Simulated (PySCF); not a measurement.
AlAsH$_{3}$F: geometry relaxation

System: AlAsH$_{3}$F.
Method: PBE0-D3(BJ)/def2-SVP geometry optimisation, gas phase (PySCF 2.14.0).

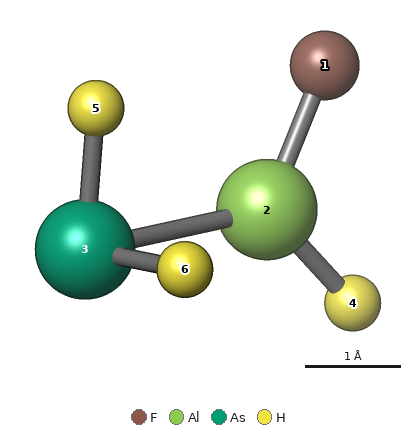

**Figure 1.** The input geometry (ball-and-stick view, seen at a tilt; atoms are numbered from 1 in the order of the input). Sticks mark near contacts. Bond lengths as drawn: Al–As 2.41 Å, Al–F 1.65 Å, Al–H 1.56 Å and As–H 1.51 to 1.52 Å.

## Results in brief

| quantity | value |
| --- | --- |
| outcome | converged |
| total energy | −2579.112618 hartree |
| dipole moment | 1.35 D |
| point group | C1 |
| hardware | 1 CPU thread, shared host |
| wall time | 21 s |
| peak memory | 0.33 GiB |

## Input file
```
{"job": {"xc": "PBE0", "basis": "def2-SVP", "d3": "d3bj", "grid": 1, "maxiter": 30, "shake": 0.01, "kind": "geom"}, "charge": 0, "multiplicity": 1}
F      1.560410     1.269220     0.463400
Al     0.898920    -0.119070    -0.141000
As    -1.440360    -0.298700    -0.709530
H      2.052710    -1.173020    -0.218310
H     -1.471760     1.104910    -0.154590
H     -1.575750    -0.813350     0.715380
```

The first line tells a small driver script what to run in PySCF; the rest is the geometry in Å.

Launched with:
```bash
OMP_NUM_THREADS=1 python <driver script> task.json out
```

## Output
```
step   0  E = -2579.10820873  max force = 0.014091
step   1  E = -2579.11124191  max force = 0.003809
step   2  E = -2579.11156995  max force = 0.001567
step   3  E = -2579.11171849  max force = 0.000907
step   4  E = -2579.11192609  max force = 0.001312
step   5  E = -2579.11217462  max force = 0.002173
step   6  E = -2579.11236017  max force = 0.002110
step   7  E = -2579.11247870  max force = 0.001619
step   8  E = -2579.11258402  max force = 0.000606
step   9  E = -2579.11260442  max force = 0.000382
step  10  E = -2579.11261819  max force = 0.000205
optimisation converged
```

## Trajectory as extended XYZ (Å, eV, eV/Å), 11 frames, from step=0 to step=10
```
6
Properties=species:S:1:pos:R:3:forces:R:3 step=0 energy=-70181.10905
F     1.5604    1.2692    0.4634   -0.0768   0.7246   0.1839
Al    0.8989   -0.1191   -0.1410    0.1714  -0.4285  -0.1207
As   -1.4404   -0.2987   -0.7095    0.1359  -0.0564  -0.1317
H     2.0527   -1.1730   -0.2183    0.0154  -0.4390  -0.1181
H    -1.4718    1.1049   -0.1546   -0.1973   0.4339   0.0055
H    -1.5757   -0.8134    0.7154   -0.0486  -0.2346   0.1810
6
Properties=species:S:1:pos:R:3:forces:R:3 step=1 energy=-70181.19159
F     1.5534    1.3326    0.4244    0.0734  -0.1959  -0.0682
Al    0.9745   -0.1372   -0.1343    0.0236   0.0876   0.0519
As   -1.3848   -0.2216   -0.6786   -0.0436   0.0997   0.1427
H     1.9934   -1.3552   -0.2620   -0.0541   0.1512   0.0438
H    -1.5427    1.1939   -0.1089    0.0073  -0.1301  -0.0633
H    -1.5722   -0.8426    0.7154   -0.0066  -0.0124  -0.1069
6
Properties=species:S:1:pos:R:3:forces:R:3 step=2 energy=-70181.20052
F     1.6512    1.3194    0.4172   -0.0699  -0.0246  -0.0418
Al    0.9668   -0.1084   -0.1181    0.0428  -0.0270  -0.0165
As   -1.3910   -0.2233   -0.6823    0.0806   0.0770   0.0418
H     1.9599   -1.3334   -0.2442    0.0099  -0.0172   0.0269
H    -1.5769    1.1787   -0.1122   -0.0518   0.0202   0.0116
H    -1.5884   -0.8631    0.6957   -0.0116  -0.0284  -0.0220
6
Properties=species:S:1:pos:R:3:forces:R:3 step=3 energy=-70181.20456
F     1.6426    1.3215    0.3997   -0.0039   0.0113  -0.0152
Al    0.9726   -0.1173   -0.1179   -0.0168  -0.0016  -0.0180
As   -1.3848   -0.2070   -0.6830    0.0466   0.0370   0.0054
H     1.9667   -1.3416   -0.2281    0.0099  -0.0268   0.0226
H    -1.5817    1.1859   -0.0951   -0.0187   0.0136   0.0161
H    -1.5939   -0.8714    0.6803   -0.0171  -0.0335  -0.0110
6
Properties=species:S:1:pos:R:3:forces:R:3 step=4 energy=-70181.21021
F     1.6609    1.3275    0.3536    0.0516   0.0674   0.0103
Al    0.9816   -0.1220   -0.1116   -0.0503  -0.0018  -0.0040
As   -1.3710   -0.1683   -0.6898   -0.0092  -0.0085  -0.0290
H     1.9630   -1.3597   -0.1759   -0.0061  -0.0304   0.0137
H    -1.5950    1.1968   -0.0490    0.0242  -0.0056   0.0246
H    -1.6179   -0.9044    0.6286   -0.0102  -0.0211  -0.0156
6
Properties=species:S:1:pos:R:3:forces:R:3 step=5 energy=-70181.21697
F     1.7121    1.3404    0.2642    0.0731   0.1117   0.0154
Al    0.9921   -0.1188   -0.0914   -0.0497  -0.0103   0.0163
As   -1.3469   -0.0993   -0.7045   -0.0610  -0.0468  -0.0772
H     1.9364   -1.3875   -0.0685   -0.0221  -0.0255   0.0106
H    -1.6096    1.2021    0.0436    0.0575  -0.0196   0.0363
H    -1.6625   -0.9669    0.5126    0.0022  -0.0095  -0.0014
6
Properties=species:S:1:pos:R:3:forces:R:3 step=6 energy=-70181.22202
F     1.7746    1.3612    0.1375    0.0662   0.0780   0.0153
Al    1.0005   -0.1016   -0.0600   -0.0124  -0.0173   0.0212
As   -1.3180   -0.0186   -0.7207   -0.1013  -0.0440  -0.1085
H     1.8885   -1.4042    0.0861   -0.0214   0.0072   0.0154
H    -1.6175    1.1776    0.1741    0.0533  -0.0268   0.0350
H    -1.7064   -1.0444    0.3390    0.0156   0.0029   0.0217
6
Properties=species:S:1:pos:R:3:forces:R:3 step=7 energy=-70181.22525
F     1.7887    1.3733    0.1086    0.0246   0.0215   0.0019
Al    0.9989   -0.0874   -0.0571   -0.0013  -0.0029   0.0261
As   -1.3175   -0.0080   -0.7324   -0.0716  -0.0131  -0.0833
H     1.8689   -1.3959    0.1356   -0.0068   0.0127   0.0120
H    -1.6134    1.1555    0.2069    0.0306  -0.0214   0.0207
H    -1.7039   -1.0676    0.2944    0.0245   0.0032   0.0226
6
Properties=species:S:1:pos:R:3:forces:R:3 step=8 energy=-70181.22811
F     1.7915    1.3931    0.0829   -0.0238  -0.0312  -0.0064
Al    0.9900   -0.0664   -0.0557    0.0035   0.0169  -0.0044
As   -1.3244   -0.0074   -0.7549    0.0036   0.0129  -0.0163
H     1.8456   -1.3739    0.1939    0.0103   0.0082   0.0140
H    -1.6046    1.1200    0.2339   -0.0071  -0.0033   0.0012
H    -1.6765   -1.0955    0.2559    0.0135  -0.0036   0.0118
6
Properties=species:S:1:pos:R:3:forces:R:3 step=9 energy=-70181.22867
F     1.7911    1.4010    0.0661   -0.0185  -0.0196  -0.0067
Al    0.9870   -0.0582   -0.0545    0.0036   0.0061  -0.0057
As   -1.3244   -0.0041   -0.7634    0.0094   0.0085   0.0014
H     1.8381   -1.3621    0.2268    0.0102   0.0072   0.0099
H    -1.6073    1.1035    0.2476   -0.0106  -0.0011  -0.0042
H    -1.6628   -1.1102    0.2333    0.0058  -0.0010   0.0053
6
Properties=species:S:1:pos:R:3:forces:R:3 step=10 energy=-70181.22904
F     1.7876    1.4095    0.0486   -0.0038   0.0027  -0.0055
Al    0.9852   -0.0510   -0.0530   -0.0005  -0.0052  -0.0024
As   -1.3236   -0.0037   -0.7695    0.0082  -0.0006   0.0105
H     1.8373   -1.3477    0.2576    0.0057   0.0038   0.0044
H    -1.6147    1.0876    0.2575   -0.0070  -0.0010  -0.0078
H    -1.6501   -1.1247    0.2149   -0.0027   0.0003   0.0008
```

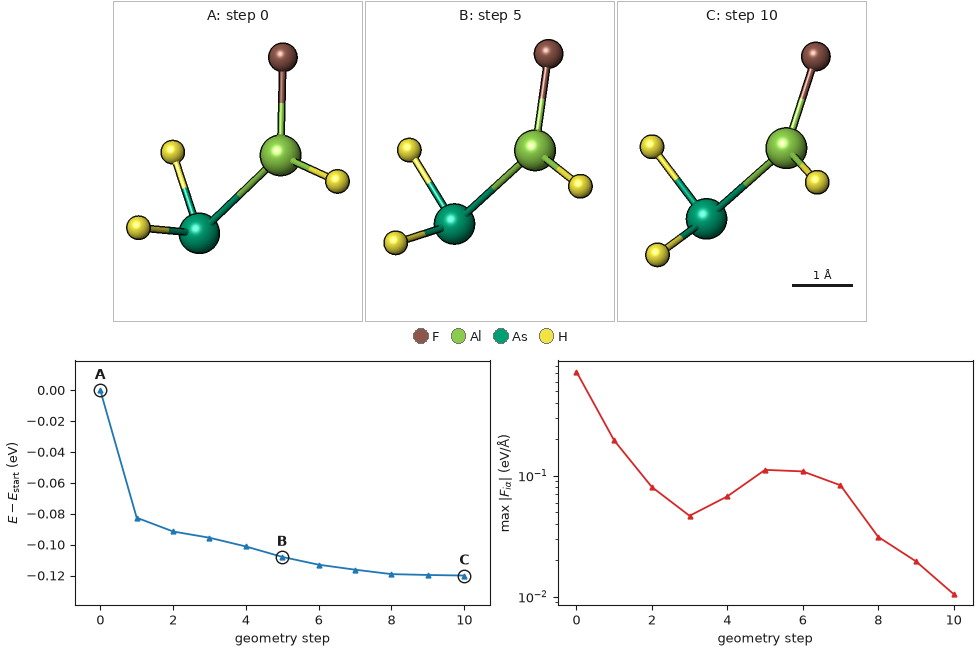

**Figure 2.** Frames of the relaxation (ball-and-stick view, seen at a tilt) above the curves, on which the letters mark them (steps are counted from 0).

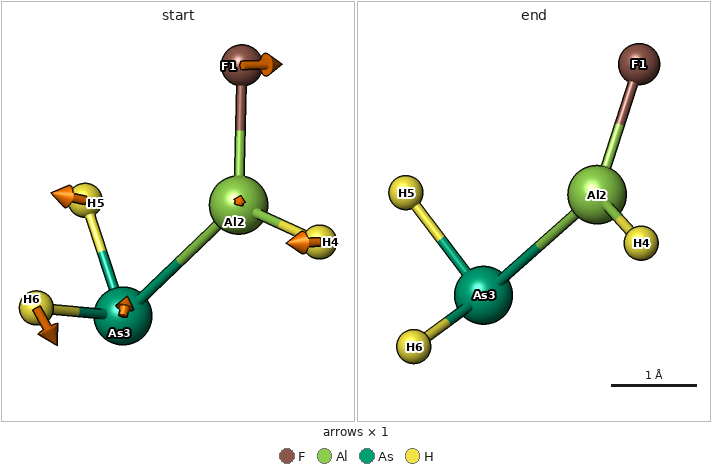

**Figure 3.** Before (left) and after (right) the relaxation, at one scale (ball-and-stick view, seen at a tilt). The orange arrows give the displacements, at true length. F1 moves most after the best rigid fit: 0.58 Å. Largest moves by element: F 0.58 Å, H 0.53 Å, As 0.27 Å, Al 0.13 Å. Among the contacts that change: Al2–H4 1.565 → 1.582 Å, F1–Al2 1.652 → 1.670 Å, As3–H5 1.510 → 1.526 Å, As3–H6 1.521 → 1.527 Å. Among the angles that change: F1–Al2–H4 106.8° → 116.5°, Al2–As3–H5 82.2° → 89.8°, Al2–As3–H6 83.7° → 89.9°. After 10 geometry steps the energy has fallen by 0.120 eV. Largest force component: 0.72 eV/Å at the start, 0.011 eV/Å at the end. (Atoms are counted from 1 in the order of the input.)
